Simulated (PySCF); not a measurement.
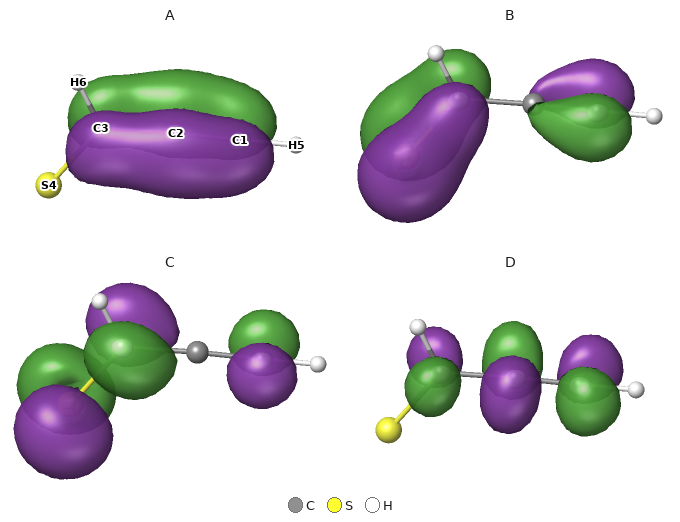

*C₃H₂S, SMILES `C#CC=S`. Natural orbitals of the π active space, CASSCF(4,4), triplet state at the geometry of the singlet, in order of falling occupation. The active space holds only one of the two perpendicular π systems.*

Method: def2-TZVP basis; geometry: GFN2-xTB; program: PySCF. No frequency check shows the geometry to be a minimum. GFN2-xTB bond lengths at metals and heavier atoms can be off by up to 0.1 Å and shapes distorted, which carries into these values.

Input script:

```python
import numpy as np
from pyscf import gto, scf, dft, mcscf, mrpt
from pyscf.mcscf import avas

def solve(mol, dm0=None, hcore=None):
    mf = scf.ROHF(mol) if mol.spin else scf.RHF(mol)
    mf = mf.density_fit(auxbasis='def2-universal-jkfit')
    mf.conv_tol, mf.max_cycle = 1e-8, 80
    if hcore is not None:
        mf.get_hcore = lambda *args: hcore
    mf.kernel(dm0)
    if not mf.converged:
        mf = mf.newton().run(mf.mo_coeff, mf.mo_occ, max_cycle=30)
    assert mf.converged, 'SCF not converged'
    return mf

mol = gto.M(atom='''
C     -2.28520     0.30919     0.00000
C     -1.18029    -0.17347     0.00000
C      0.11854    -0.67667     0.00000
S      1.44467     0.26826     0.00000
H     -3.25472     0.71241     0.00000
H      0.22169    -1.75879     0.00000
''', basis='def2-tzvp', charge=0, spin=0, verbose=4)
mf = solve(mol)
ncas, nel, orbs = avas.avas(mf, ['C 2pz', 'S 3pz'], threshold=0.5, openshell_option=3)
print('active space', nel, ncas)
assert 2 <= ncas <= 10, 'active space too large or empty'
mc = mcscf.CASSCF(mf, ncas, nel)
mc.natorb, mc.max_cycle_macro = True, 60
mc.fix_spin_(ss=mol.spin / 2 * (mol.spin / 2 + 1))
mc.kernel(orbs)
occ = mc.mo_occ[mc.ncore:mc.ncore + ncas]
print('natural occupations', occ.round(4))
e2 = mrpt.NEVPT(mc).kernel()
out = dict(c=mc.mo_coeff[:, mc.ncore:mc.ncore + ncas], occ=occ, e=mc.e_tot, e2=e2, ehf=mf.e_tot, ok=mc.converged, nel=nel, w0=abs(mc.ci).max() ** 2, dm=mc.make_rdm1())
# the other spin state at the same geometry
other = mol.copy().set(spin=2).build()
mo = scf.ROHF(other).density_fit(auxbasis='def2-universal-jkfit').run()
na = (nel + other.spin) // 2
m2 = mcscf.CASSCF(mo, ncas, (na, nel - na))
m2.natorb = True
m2.fix_spin_(ss=other.spin / 2 * (other.spin / 2 + 1))
m2.kernel(mc.mo_coeff)
e2o = mrpt.NEVPT(m2).kernel()
print('other state above this one / eV: CASSCF', (m2.e_tot - mc.e_tot) * 27.211386, 'NEVPT2', (m2.e_tot + e2o - mc.e_tot - e2) * 27.211386)
np.savez('result.npz', eo=m2.e_tot, e2o=e2o, oko=m2.converged, occo=m2.mo_occ[mc.ncore:mc.ncore + ncas], co=m2.mo_coeff[:, mc.ncore:mc.ncore + ncas], **out)
```

Run with:

```sh
OMP_NUM_THREADS=1 python input.py
```

The run took 66 s on 1 thread of Arm Neoverse V1 (shared host), peak memory 0.34 GiB.

Question: What are the natural occupation numbers?

Answer: A 1.93, B 1.02, C 0.98, D 0.07.

Question: Where does the lowest triplet lie relative to the singlet, at this geometry and within this active space?

Answer: 2.77 eV above it by strongly contracted NEVPT2 (+2.55 eV by CASSCF); a small basis tends to put such gaps a few tenths of an eV too high. This is a vertical energy for π states alone; a state that uses lone pairs or σ orbitals may lie lower.
